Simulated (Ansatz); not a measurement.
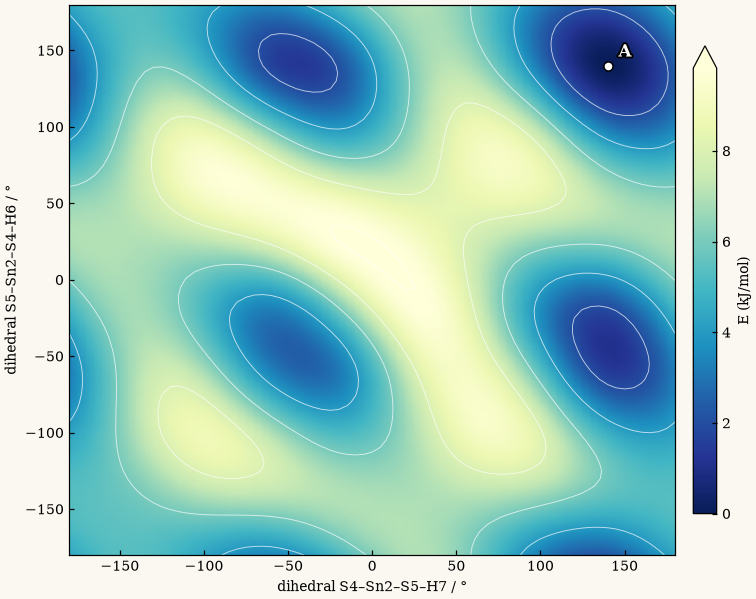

F₂H₂S₂Sn, SMILES [F][Sn]([F])([SH])[SH]. 
- The first coordinate is: dihedral S4–Sn2–S5–H7; the second: dihedral S5–Sn2–S4–H6.
- Nothing is relaxed (all other coordinates rigid).
- Grid: 9 × 9 points.
- Energies are in kJ/mol, from the lowest grid point.
- Computed with Ansatz, RKS PBE-D4/def2-TZVP.

Drawn: a smooth colour map with a few white contour lines, one colour for all values above the top of the scale, the point A. Between grid points the surface is interpolated.

> Find the lowest pass out of the well at A.

The easiest path leads from the well at dihedral S4–Sn2–S5–H7 = 140°, dihedral S5–Sn2–S4–H6 = 140° to the well at about dihedral S4–Sn2–S5–H7 = 140°, dihedral S5–Sn2–S4–H6 = −45°, about 1.1 kJ/mol higher (on a rigid scan; wells that are mirror images or exchange like atoms can differ by this much). Its highest point lies about 5.3 kJ/mol above the bottom of the first well on the interpolated surface, at about dihedral S4–Sn2–S5–H7 = 170°, dihedral S5–Sn2–S4–H6 = −140°. Seen from the upper well the barrier is about 4.2 kJ/mol. The start is the relaxed structure and all else is held, so a fully relaxed path at this level can only be lower.

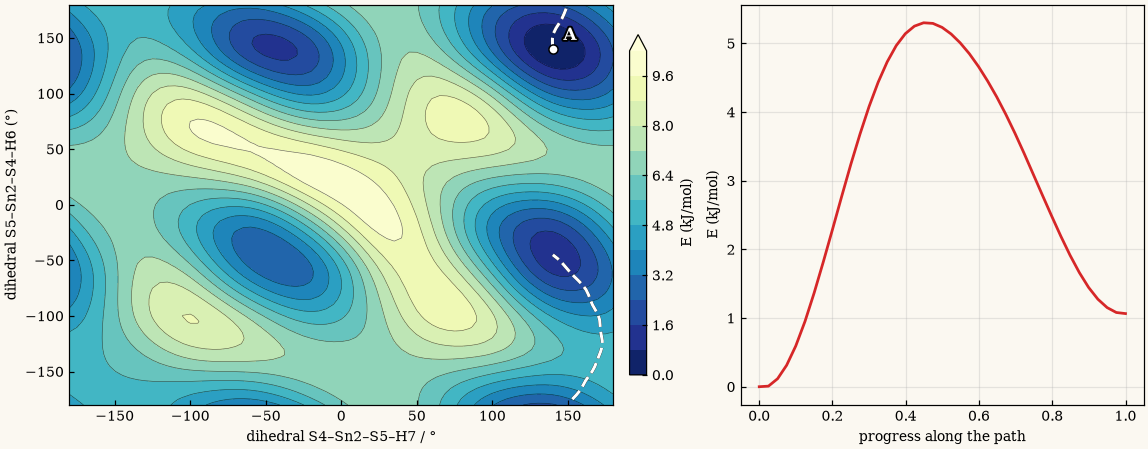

Drawn: filled contours, a line along the lowest path, one colour for all values above the top of the scale, the energy along the path at the right. Between grid points the surface is interpolated.
